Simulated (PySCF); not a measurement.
# UCCSDT/STO-3G run of SnH2Cl (SMILES [Cl][SnH2])

What is the vertical ionisation energy of SnH2Cl at UCCSDT/STO-3G? 

The results are computed with PySCF 2.14.0.

7 further runs of the same task are left out: 1 that didn't finish, 6 set aside as unsound or not needed.

## (1) The structure to begin with

SnH2Cl: 4 atoms, total charge 0, spin state doublet. SMILES: `[Cl][SnH2]`. The coordinates come from a PBE0-D4/def2-TZVP relaxation.

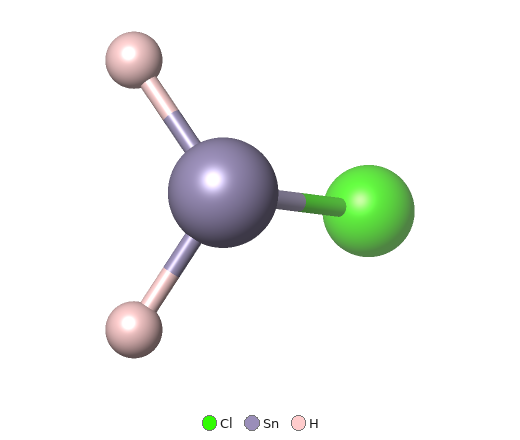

Viewed from a chosen angle; chlorine green, tin purple, hydrogen pink.

## (2) A single-point energy at UCCSDT/STO-3G

File calc.py:

```python
from pyscf import gto, cc

mol = gto.Mole()
mol.atom = 'Cl -1.882600 0.398400 -0.585000; Sn 0.380000 -0.179600 -0.397100; H 0.412500 -1.500000 0.709600; H 1.145500 1.221000 0.252100'
mol.max_memory = 1860
mol.basis = 'sto-3g'
mol.spin = 1
mol.charge = 0
mol.verbose = 4
mol.build()

hf = mol.UHF()
hf.conv_tol = 1e-10
hf.kernel()
if not hf.converged:
    hf = hf.newton().run(hf.mo_coeff, hf.mo_occ)

mycc = cc.CCSDT(hf, frozen=23)
mycc.kernel()
e_final = mycc.e_tot
print('Final energy', e_final)
```

Started as:

```
OMP_NUM_THREADS=1 python calc.py
```

Output:

```text
PySCF version 2.14.0

[INPUT] num. atoms = 4
[INPUT] num. electrons = 69
[INPUT] charge = 0
[INPUT] spin (= nelec alpha-beta = 2S) = 1
[INPUT] symmetry False subgroup None
[INPUT] Mole.unit = angstrom
[INPUT] Symbol           X                Y                Z      unit          X                Y                Z       unit  Magmom
[INPUT]  1 Cl    -1.882600000000   0.398400000000  -0.585000000000 AA   -3.557598402106   0.752866888027  -1.105489782871 Bohr   0.0
[INPUT]  2 Sn     0.380000000000  -0.179600000000  -0.397100000000 AA    0.718095927335  -0.339394811972  -0.750410244065 Bohr   0.0
[INPUT]  3 H      0.412500000000  -1.500000000000   0.709600000000 AA    0.779512026383  -2.834589186848   1.340949657991 Bohr   0.0
[INPUT]  4 H      1.145500000000   1.221000000000   0.252100000000 AA    2.164681275689   2.307355598094   0.476399956003 Bohr   0.0

[... 72 lines left out ...]
converged SCF energy = -6419.07646747184  <S^2> = 0.7516421  2S+1 = 2.0016414
[... 17 lines left out ...]
WARN: A large `blksize_v_aaa` is being used, which may cause large memory consumption
[... 3 lines left out ...]
WARN: A large `blksize_v_aab` is being used, which may cause large memory consumption
[... 7 lines left out ...]
Init t2, MP2 energy = -0.0302649341528335
[... 14 lines left out ...]
UCCSDT converged
[... 3 lines left out ...]
Final energy -6419.1231362479475
```

Wall time 2.3 s (1 thread of Arm Neoverse V2, shared host); peak memory 0.12 GiB.

## (3) The singlet cation

File job.py:

```python
from pyscf import gto, scf, cc

mol = gto.M(
    atom='Cl -1.882600 0.398400 -0.585000; Sn 0.380000 -0.179600 -0.397100; H 0.412500 -1.500000 0.709600; H 1.145500 1.221000 0.252100',
    max_memory=1860,
    basis='sto-3g',
    charge=1,
    verbose=3,
)

mf = scf.RHF(mol)
mf.conv_tol = 1e-10
mf.kernel()
if not mf.converged:
    mf = mf.newton().run(mf.mo_coeff, mf.mo_occ)

mycc = cc.CCSDT(mf, frozen=23)
mycc.kernel()
energy = mycc.e_tot
print('E = %.10f Eh' % energy)
```

Started as:

```
OMP_NUM_THREADS=1 python job.py
```

Output:

```text
converged SCF energy = -6418.8445188832
_make_eris_incore_RCCSDT

WARN: A large `blksize` is being used, which may cause large memory consumption
      for storing contraction intermediates. If memory is sufficient, consider using
      `pyscf.cc.rccsdt_highm.RCCSDT` instead.

RCCSDT converged
E(RCCSDT) = -6418.911848304699   E_corr = -0.06732942150070513
E_corr(same-spin) = -0.00494609359381017
E_corr(oppo-spin) = -0.062383327906895
E = -6418.9118483047 Eh
```

Wall time 1.6 s (1 thread of Arm Neoverse V2, shared host); peak memory 0.11 GiB.

## (4) Results

At UCCSDT/STO-3G, 23 core orbitals frozen:

```
                                                                  quantity           value
                                              doublet SnH2Cl: total energy  -6419.12314 Eh
                      doublet SnH2Cl: dipole moment (Hartree–Fock density)          4.01 D
doublet SnH2Cl: HOMO energy (Hartree–Fock orbitals) (highest over α and β)        -6.63 eV
 doublet SnH2Cl: LUMO energy (Hartree–Fock orbitals) (lowest over α and β)         3.84 eV
              doublet SnH2Cl: correlation energy (23 core orbitals frozen)       -46.7 mEh
                         doublet SnH2Cl: ⟨S²⟩ of the reference determinant           0.752
                                             doublet SnH2Cl: T1 diagnostic           0.005
                                              singlet cation: total energy  -6418.91185 Eh
                       singlet cation: HOMO energy (Hartree–Fock orbitals)       -15.96 eV
                       singlet cation: LUMO energy (Hartree–Fock orbitals)        -5.87 eV
                     singlet cation: HOMO–LUMO gap (Hartree–Fock orbitals)        10.09 eV
              singlet cation: correlation energy (23 core orbitals frozen)       -67.3 mEh
                                             singlet cation: T1 diagnostic           0.021
                        vertical ionisation energy (to the singlet cation)        5.749 eV
```

In words: Removing an electron at fixed nuclei costs 5.75 eV (133 kcal/mol). Only the singlet of the ionised species was computed; a triplet could lie lower. In a minimal basis such a difference can be off by several eV, whatever the method. Mulliken charges (doublet SnH2Cl) of the mean-field density run from -0.46 on Cl1 to +0.79 on Sn2. Relativity is left out (doublet SnH2Cl) although the molecule holds a heavy atom. The T1 diagnostic (singlet cation) of 0.021 is above the customary mark for such species, so a single reference may not serve.
